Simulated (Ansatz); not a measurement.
The figure comes from a scan of Rh (fcc, Cu type): a phonon pattern at L = (0.5, 0.0, 0.0) is frozen into a 2-atom cell, Q being the largest atomic displacement. Computed with PBE (plane waves to 420 eV, PAW, scalar-relativistic; Ansatz, an electronic-structure program). k mesh 21×21×21 (Γ-centred), Fermi-Dirac smearing 0.05 eV. E stands for the smeared free energy. With partly filled bands, energies and forces of such displacements shift with the k mesh and the smearing. Rh is run without spin polarisation. Rh was relaxed with its symmetry unable to fall. The PAW data are Ansatz's earlier set. The zero of ΔE is the undisplaced structure.

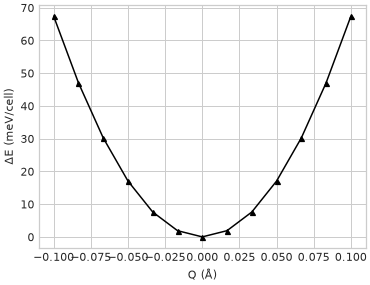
Fig. 1. ΔE (meV/cell) against Q (Å); markers are the computed points, lines only join them.

**Question.** Turn the plot into a table (rounded to what can be read).

**Answer.** To the nearest 1:

```tsv
Q (Å)	ΔE (meV/cell)
-0.100	67
-0.083	47
-0.067	30
-0.050	17
-0.033	8
-0.017	2
0.000	0
0.017	2
0.033	8
0.050	17
0.067	30
0.083	47
0.100	67
```

(A displaced cell: forces are minus the slopes of the energy, force constants its curvatures, and phonons follow from these.)
